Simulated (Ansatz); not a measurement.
System: H8O16W4···H2O4W···H2O.

The calculation's input:

```
crystal:
  periodic: [false, false, false]
  atoms:
    - {symbol: W, position_ang: [0.980609, -0.189775, 0.344700]}
    - {symbol: W, position_ang: [-2.051353, -2.229495, -0.008372]}
    - {symbol: W, position_ang: [-1.575894, 2.556491, 0.304727]}
    - {symbol: W, position_ang: [3.174791, -3.193082, -0.080553]}
    - {symbol: W, position_ang: [1.622473, 3.202349, -0.101740]}
    - {symbol: O, position_ang: [-2.772143, -0.732866, 0.924628]}
    - {symbol: O, position_ang: [-3.527913, -2.445131, -1.162958]}
    - {symbol: O, position_ang: [-2.016910, 4.365859, -0.155476]}
    - {symbol: O, position_ang: [-2.316883, 1.732322, -1.055229]}
    - {symbol: O, position_ang: [-0.389057, -1.501783, 0.632941]}
    - {symbol: O, position_ang: [1.480652, -3.669306, -0.229443]}
    - {symbol: O, position_ang: [3.862087, -3.228218, 1.705200]}
    - {symbol: O, position_ang: [-0.922691, -3.412242, -0.889195]}
    - {symbol: O, position_ang: [-2.567381, -3.447795, 1.325562]}
    - {symbol: O, position_ang: [-1.637868, -0.747572, -1.706127]}
    - {symbol: O, position_ang: [0.006780, 3.427496, 1.453177]}
    - {symbol: O, position_ang: [2.051630, 4.834631, 0.845545]}
    - {symbol: O, position_ang: [0.091074, 2.999600, -1.054720]}
    - {symbol: O, position_ang: [-0.561434, 1.034411, 0.825136]}
    - {symbol: O, position_ang: [-2.882123, 2.449868, 1.659436]}
    - {symbol: O, position_ang: [3.609889, -1.834261, -1.321707]}
    - {symbol: O, position_ang: [4.063122, -4.512611, -0.735261]}
    - {symbol: O, position_ang: [2.239903, -1.188952, 1.063607]}
    - {symbol: O, position_ang: [2.797414, 3.448475, -1.339434]}
    - {symbol: O, position_ang: [1.144638, -0.371407, -1.389854]}
    - {symbol: O, position_ang: [2.011533, 1.509191, 0.567211]}
    - {symbol: H, position_ang: [-2.163660, -0.070511, 1.331557]}
    - {symbol: H, position_ang: [-3.592511, -2.042300, -2.050054]}
    - {symbol: H, position_ang: [-1.663983, 4.815035, -0.945450]}
    - {symbol: H, position_ang: [-1.957796, 0.203089, -1.538822]}
    - {symbol: H, position_ang: [4.503025, -3.931698, 1.921939]}
    - {symbol: H, position_ang: [0.097426, -3.559678, -0.693866]}
    - {symbol: H, position_ang: [-2.285563, -4.383039, 1.290311]}
    - {symbol: H, position_ang: [-0.680639, -0.657721, -1.948794]}
    - {symbol: H, position_ang: [-0.090486, 4.357170, 1.738852]}
    - {symbol: H, position_ang: [2.825670, 5.315478, 0.491165]}
    - {symbol: H, position_ang: [-3.832115, 2.261676, 1.548888]}
    - {symbol: H, position_ang: [2.925677, -1.163708, -1.567505]}
basis:
  gaussian: {orbitals: def2-TZVP, fitting: {mean_field: def2-universal-jkfit}, initial_orbitals: start.molden}
hamiltonian: {xc: pbe0, dispersion: d4}
scf: {omitted_lower_state_checks: [starts]}
output: {forces: true, orbitals: {seedname: orbitals}}
```

Launched as:

```sh
ansatz run in.yaml --threads 2 --pin off --events-out ev --progress --plain --max-ram 32768MiB --backend cuda --devices 0, --max-vram 18GiB
```

Geometry: PBE-D4/def2-SVP; core potentials replace the inner electrons of W; not at a stationary point (largest force 1.6 eV/Å).

The calculation used RKS PBE0-D4/def2-TZVP in Ansatz.

**What will maps of the electron density and electron localisation function show?**

W–O (1.72 Å): the density is about 1.8 e/Å³ at the midpoint; the ELF peaks at about 0.80 in the valence shell of O, 0.5 Å from its nucleus, and drops to about 0.35 between the two atoms.
O–H (0.99 Å): ρ at the midpoint is about 3.6 e/Å³; the ELF climbs to about 1 towards the hydrogen, as it does in any bond to H: an ordinary covalent bond to hydrogen.
W–O (1.86 Å): the density is about 1.2 e/Å³ at the midpoint; the ELF peaks at about 0.85 in the valence shell of O, 0.5 Å from its nucleus, and drops to about 0.25 between the two atoms.

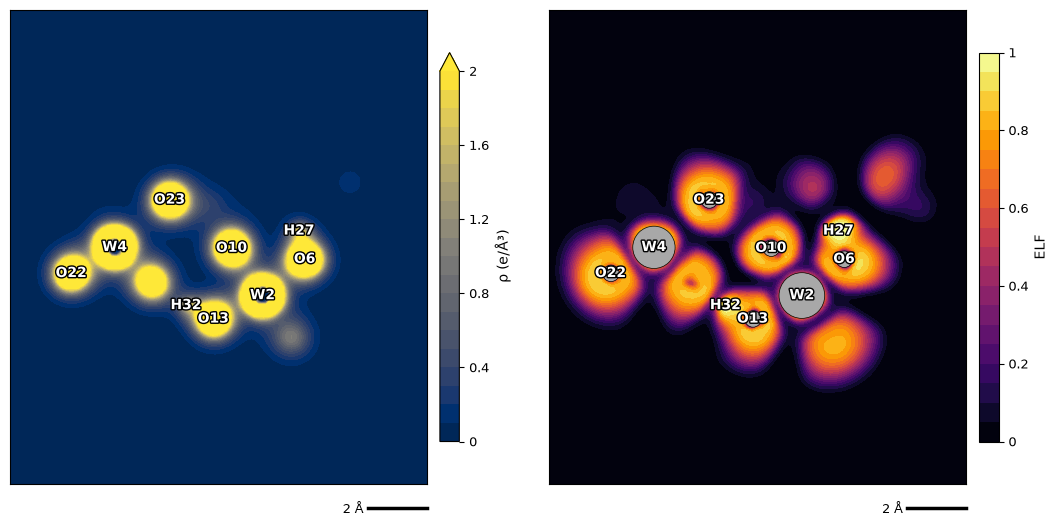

Computed electron density and electron localisation function on the plane of atoms O6, W2 and O10, in this order. Grey discs cover the atomic cores in the ELF map. 
